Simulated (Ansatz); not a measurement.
# CuH6PSi: what the fields show

| atom | x (Å) | y (Å) | z (Å) |
| --- | --- | --- | --- |
| Cu | 0.0043 | 0.0105 | -0.0220 |
| P | 0.0002 | -0.0133 | 2.2645 |
| H | 0.8118 | -0.9506 | 2.9577 |
| H | -1.2122 | -0.2651 | 2.9606 |
| H | 0.3935 | 1.1448 | 2.9870 |
| Si | 0.0016 | 0.0179 | -2.3210 |
| H | 1.3206 | 0.3914 | -2.9443 |
| H | -0.9827 | 0.9755 | -2.9391 |
| H | -0.3369 | -1.3111 | -2.9434 |

Geometry: B3LYP-D4/def2-SVP.

Method: Ansatz, RKS PBE0-D4/def2-TZVP.

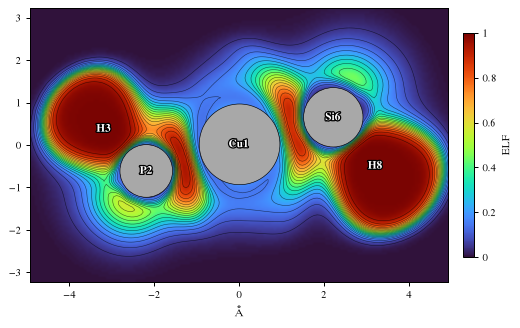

Figure 1. Electron localisation function on the plane of atoms Cu1, Si6 and H8. Grey discs cover the atomic cores.

What do the fields say about this system?

Answer. The section cuts through Cu, P, H and Si sites. Cu–P (2.29 Å): the ELF peaks at about 0.95 between the atoms. Cu–Si (2.30 Å): the ELF peaks at about 0.90 between the atoms. P–H (1.42 Å): the ELF climbs to about 1 towards the hydrogen, as it does in any bond to H. Si–H (1.51 Å): the ELF climbs to about 1 towards the hydrogen.

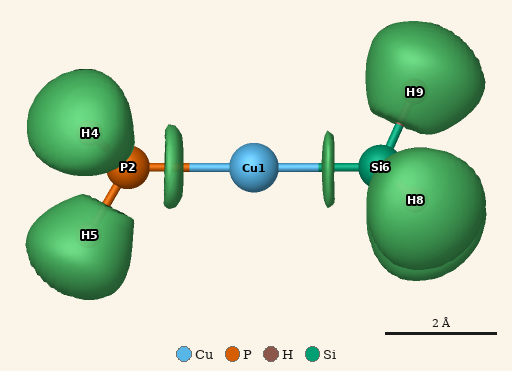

Figure 2. Isosurface of the electron localisation function at 0.85 (green), seen from one side. Core shells and regions of very low density are left out.

What do the ELF domains correspond to?

Answer. The surface consists of one region between bonded Cu–Si atoms (shared pairs), six regions around hydrogen nuclei and one lobe of the valence shell of P pointing towards Cu (polar bonds).

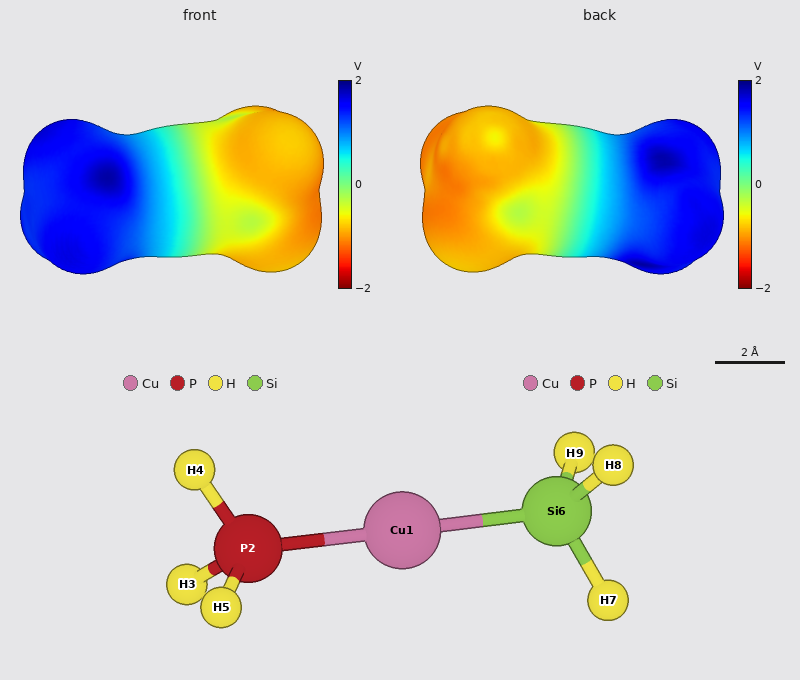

Figure 3. The molecular electrostatic potential painted on the density surface at 0.002 e/bohr³, seen from the front and from behind; the colour scale runs from red (negative) to blue (positive). The bare structure is drawn below in the same view.

Describe the electrostatic potential map.

Answer. The most negative region (about −1.1 V) lies over H7, H8 and H9, the most positive (about +1.8 V) over P2.
